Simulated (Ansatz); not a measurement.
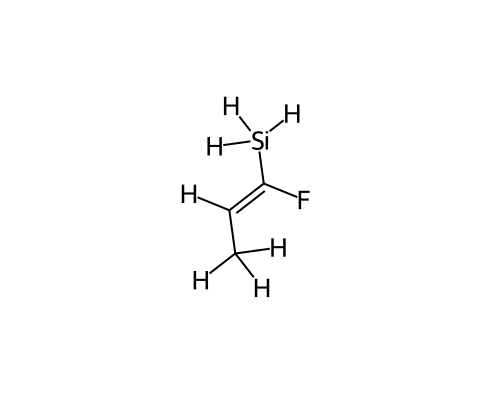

Simulated data, not a measurement (program: Ansatz).

**Transcribe the drawing into SMILES.**

C/C=C(\F)[SiH3]

**What is the molecular formula?**

C3H7FSi.
